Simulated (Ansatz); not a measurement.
AlClF₂···SiH₄

```xyz
9

Al   -1.9045   -0.4367    0.3169
Si    1.5447    0.3517   -0.3756
F    -1.8347   -1.8992   -0.4198
F    -2.5974    0.8229   -0.4698
H     0.2760    0.1007    0.3013
Cl   -1.3003   -0.2295    2.4004
H     1.2621    0.6836   -1.7950
H     2.3591   -0.8840   -0.2759
H     2.1952    1.4905    0.3173
```

Not at a stationary point (largest force 1.6 eV/Å).

These are results of RKS PBE0/6-31G* (Ansatz), not measurements.

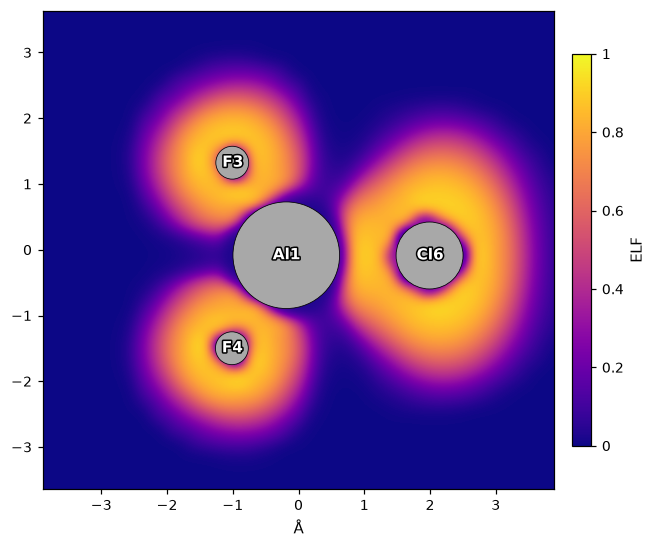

Figure 1. ELF on the plane of atoms F4, Al1 and Cl6. Grey discs cover the atomic cores.

### What do the fields say about this system?

The section cuts through Al, F and Cl sites. Al–F (1.64 Å): the ELF peaks at about 0.85 in the valence shell of F, 0.5 Å from its nucleus, and is about 0.35 at the midpoint. Al–Cl (2.18 Å): the ELF peaks at about 0.90 in the valence shell of Cl, 1.0 Å from its nucleus, and is about 0.85 at the midpoint. The ELF also peaks beside F4, Cl6 and F3, away from the bonds: lone-pair regions.

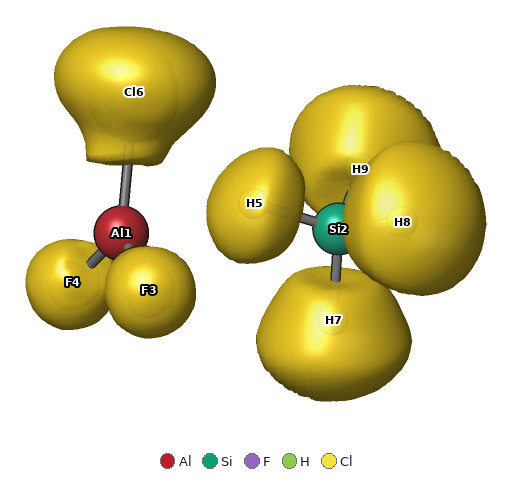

Figure 2. Isosurface of the electron localisation function at 0.8 (yellow), seen at a tilt. Core shells and regions of very low density are left out.

### What do the ELF domains correspond to?

At this value the surface marks out four regions around hydrogen nuclei, one region on Cl in which the atom's valence shell and bonds are merged and two regions wrapped around F (the valence shell of each). Profiles from the grid: Al1···H5 (2.25 Å): the ELF climbs to about 1 towards the hydrogen.

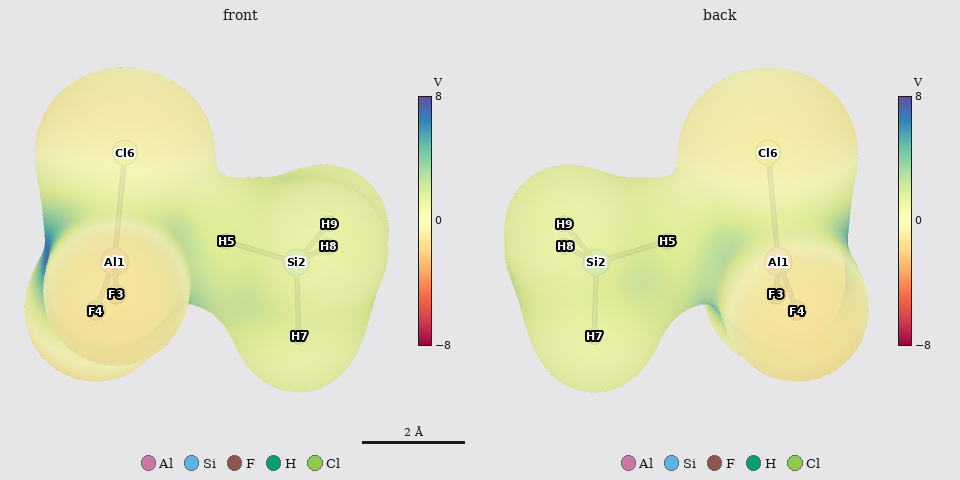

Figure 3. The molecular electrostatic potential painted on the density surface at 0.004 e/bohr³, seen from the front and from behind; red is negative and blue positive.

### Describe the electrostatic potential map.

The most negative region (about −1.0 V, or −23 kcal/mol for a unit charge) lies over F3 and F4, the most positive (about +6.5 V, or +150 kcal/mol for a unit charge) over Al1.
